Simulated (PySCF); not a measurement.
# Si2H3ClF (SMILES F[SiH][SiH2]Cl): UMP2/pc-1

What is the vertical doublet–quartet gap of Si2H3ClF at UMP2/pc-1? Input form: a Python script.

Program for the calculation: PySCF 2.14.0.

**1. Starting point**

Si2H3ClF: 7 atoms, total charge 0, spin state doublet. As SMILES, `F[SiH][SiH2]Cl`. The coordinates come from a PBE0-D4/def2-TZVP relaxation. This is one conformer, not always the lowest.

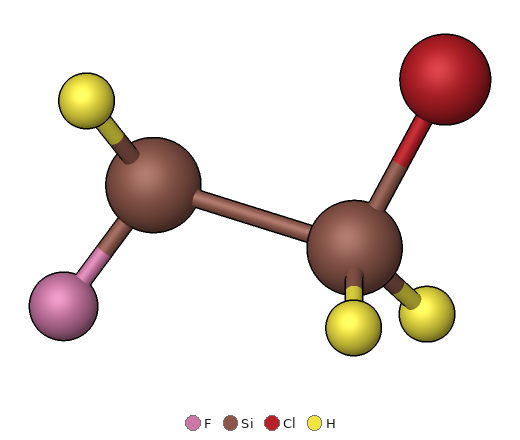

Viewed from a chosen angle; fluorine pink, silicon brown, chlorine red, hydrogen yellow.

**2. A single-point energy at UMP2/pc-1**

The input, job.py:

```python
# F[SiH][SiH2]Cl
from pyscf import gto, scf, mp

system = gto.M(
    atom='''
F     -0.711100    -1.904300     1.447600
Si    -0.864900    -1.133800     0.042900
Si     0.757100     0.544300    -0.177200
Cl     0.253100     1.504900    -1.930300
H     -2.255700    -0.597500    -0.021700
H      0.767100     1.548800     0.918100
H      2.115800    -0.030600    -0.325200
''',
    basis='pc-1',
    verbose=3,
    max_memory=1860,
    spin=1,
)

mf = scf.UHF(system)
mf.conv_tol = 1e-10
mf.kernel()
if not mf.converged:
    mf = mf.newton().run(mf.mo_coeff, mf.mo_occ)

pt = mp.MP2(mf, frozen=16).run()
e_final = pt.e_tot
print('Final energy', e_final)
```

Started as:

```console
$ OMP_NUM_THREADS=1 python job.py
```

Standard output:

```text
converged SCF energy = -1138.54856522762  <S^2> = 0.75541073  2S+1 = 2.0054034
E(UMP2) = -1139.03271330036  E_corr = -0.484148072737925
E(SCS-UMP2) = -1139.02602930835  E_corr = -0.477464080733177
Final energy -1139.0327133003552
```

Run time: 2.9 s. Hardware: 1 thread of Intel Xeon Platinum 8488C (Sapphire Rapids), shared host; peak memory 0.19 GiB.

**3. The quartet at the same level**

The input, input.py:

```python
from pyscf import gto, scf, mp

molecule = gto.Mole()
molecule.atom = '''
F     -1.343784    -3.598605     2.735568
Si    -1.634424    -2.142571     0.081069
Si     1.430712     1.028578    -0.334859
Cl     0.478290     2.843849    -3.647738
H     -4.262655    -1.129111    -0.041007
H      1.449609     2.926808     1.734958
H      3.998283    -0.057826    -0.614539
'''
molecule.charge = 0
molecule.spin = 3
molecule.unit = 'bohr'
molecule.basis = 'pc-1'
molecule.verbose = 3
molecule.max_memory = 1860
molecule.build()

mf = scf.UHF(molecule)
mf.conv_tol = 1e-10
mf.kernel()
if not mf.converged:
    mf = mf.newton().run(mf.mo_coeff, mf.mo_occ)

pt = mp.MP2(mf, frozen=16).run()
energy = pt.e_tot
print('E(%s) = %.9f' % ('MP2', energy))
```

Started as:

```console
$ OMP_NUM_THREADS=1 python input.py
```

Standard output:

```text
WARN: HOMO 0.0190109596905392 >= LUMO -0.30033022169333

WARN: HOMO -0.202377041421135 >= LUMO -0.213691438774577

converged SCF energy = -1138.3231349529  <S^2> = 3.7601464  2S+1 = 4.00507
E(UMP2) = -1138.81244552882  E_corr = -0.489310575918988
E(SCS-UMP2) = -1138.79898114632  E_corr = -0.475846193419717
E(MP2) = -1138.812445529
```

Wall time 3.3 s (1 thread of Intel Xeon Platinum 8488C (Sapphire Rapids), shared host); peak memory 0.19 GiB.

**4. Summary of results**

Level: UMP2/pc-1, 16 core orbitals frozen.

| quantity | value |
| --- | --- |
| doublet: total energy | -1139.03271 Eh |
| doublet: dipole moment (Hartree–Fock density) | 0.49 D |
| doublet: HOMO energy (Hartree–Fock orbitals) (highest over α and β) | -9.36 eV |
| doublet: LUMO energy (Hartree–Fock orbitals) (lowest over α and β) | 0.62 eV |
| doublet: correlation energy (16 core orbitals frozen) | -484.1 mEh |
| doublet: ⟨S²⟩ of the reference determinant | 0.755 |
| quartet: total energy | -1138.81245 Eh |
| quartet: dipole moment (Hartree–Fock density) | 0.60 D |
| quartet: HOMO energy (Hartree–Fock orbitals) (highest over α and β) | -5.02 eV |
| quartet: LUMO energy (Hartree–Fock orbitals) (lowest over α and β) | -3.29 eV |
| quartet: correlation energy (16 core orbitals frozen) | -489.3 mEh |
| quartet: ⟨S²⟩ of the reference determinant | 3.760 |
| vertical energy of the quartet above the doublet | 5.994 eV |

**Reading.** At this shape the quartet lies 5.99 eV (578 kJ/mol) above the doublet. Mulliken charges (doublet) of the mean-field density run from -0.54 on F1 to +0.72 on Si2.
